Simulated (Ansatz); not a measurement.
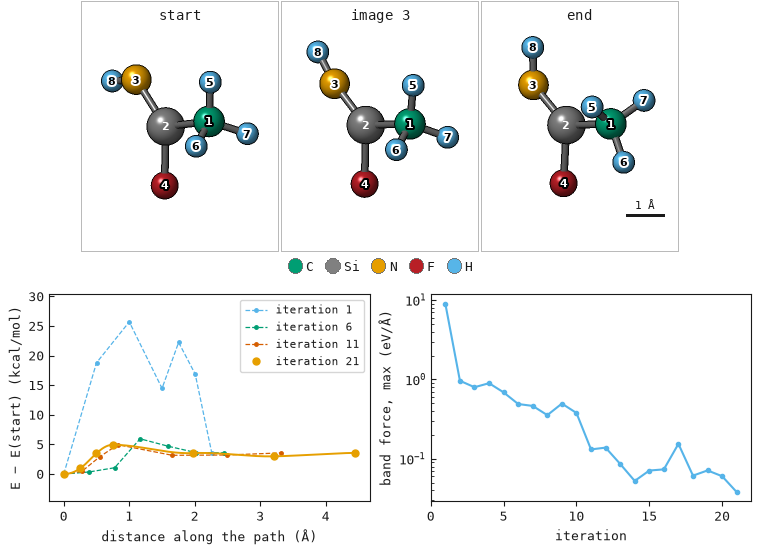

A nudged-elastic-band calculation for CH$_{4}$FNSi. Images are numbered from 0 (start) to 6 (end). The plot follows the band through its iterations. Style: ball-and-stick. Shown from a free direction.

Level of theory: RKS B3LYP/def2-SVP (Ansatz). Settings: 5 movable images; climbing image; force threshold 0.05 eV/Å; iteration limit 55; starting path through a guess of the saddle point.

Judge this run.

The run is converged, with reservations. The band converged in 21 iterations. The largest component of the band force went from 9 to 0.038 eV/Å. The climbing image converged on the top of the path. Its vibrational analysis gives one imaginary mode (416i cm⁻¹), as a transition state must have. The first iteration put the highest image at 25.72 kcal/mol. Relative to the start the highest point is image 3 at +4.94 kcal/mol and the end lies at +3.58 kcal/mol, but the profile dips to +3.00 kcal/mol at image 5 on the way, so there is an intermediate minimum on the way.

The run took roughly 5 core-minutes on a shared host.
